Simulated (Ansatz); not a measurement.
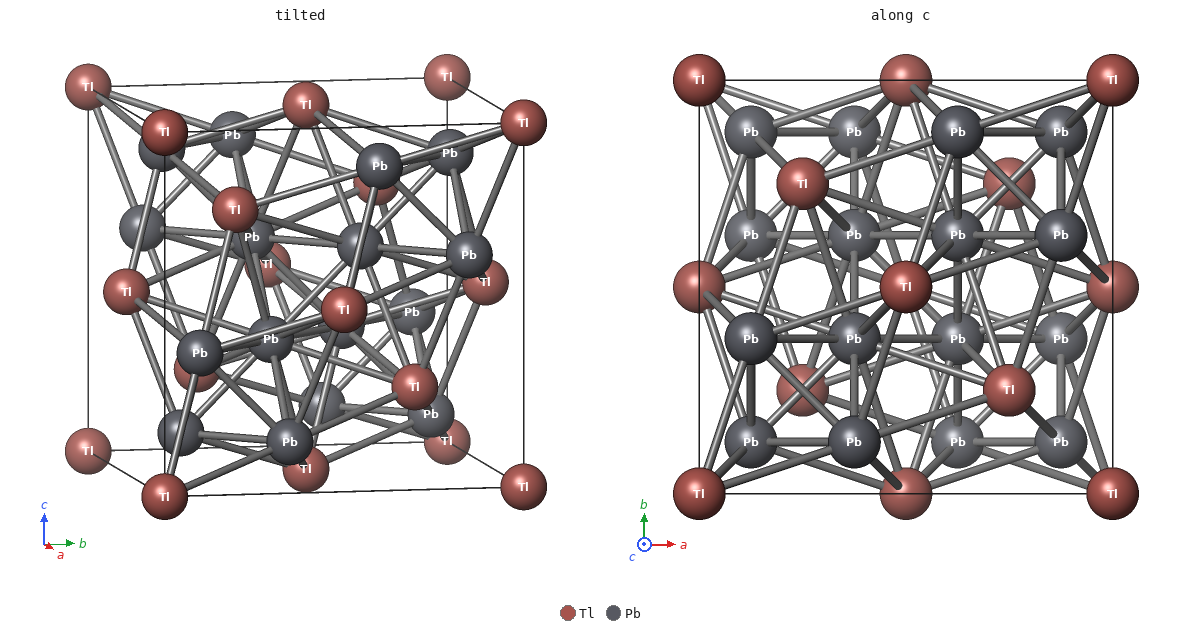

Ball-and-stick drawing of the structure, looking slightly off an axis and along the c axis. The conventional unit cell is drawn as a box.

TlPb2, cubic Laves phase (C15, MgCu₂ type), space group Fd-3m (No. 227), a = 9.370 Å, b = 9.370 Å, c = 9.370 Å, α = 90.00°, β = 90.00°, γ = 90.00°. The structure was taken from a structure type filled with these elements by a generator (whether the compound takes this form wasn't checked). Earlier steps of the study, as a rule a relaxation of our own, may have changed the cell and positions, so they can lie some per cent off the listed ones. A calculation with Ansatz used it as input.

This one geometry was computed with Ansatz (DFT, plane waves, PAW) at three levels of theory: PBE, r2SCAN and LDA.

Question: Which level gives the highest pressure at this volume, and what does that say about its equilibrium volume?

Answer: Highest: PBE (0.0 GPa), which points to the largest equilibrium volume. Lowest, with the smallest volume: LDA (-3.6 GPa). Levels within 0.5 GPa of each other can't be told apart.

Question: How does the band gap change with the level of theory?

Answer: All levels give a metal.

Question: Collect the results in a table.

Answer:
| level | cutoff (eV) | k-mesh of the run's cell | gap (eV) | pressure (GPa) |
| --- | --- | --- | --- | --- |
| PBE | 420 | 8×8×8 | metal | 0.0 |
| r2SCAN | 500 | 8×8×8 | metal | -1.0 |
| LDA | 420 | 8×8×8 | metal | -3.6 |

Gaps are taken on the k-mesh or band path of each run.
